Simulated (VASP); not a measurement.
Band structure of NbAs (space group Pm-3m). Method: PBE GGA, VASP's PBE PAW potentials (set 64) (plane waves; VASP 6.6.1).

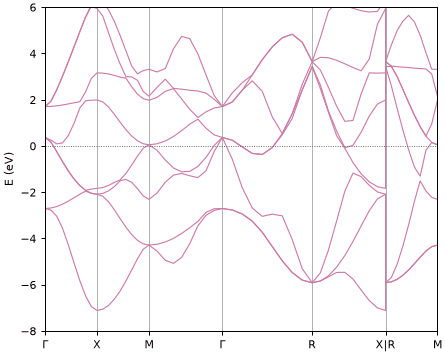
*Bands along high-symmetry lines, zero at the valence-band maximum or, without a gap, the Fermi level*

Question: Read the plot: is there a gap, and where are the band edges?

Answer: It has no gap at this level: it comes out as a metal or semimetal.

The structure was generated: NbAs was put into an ordered model structure, which need not be its known phase. The cell was not relaxed at this level.
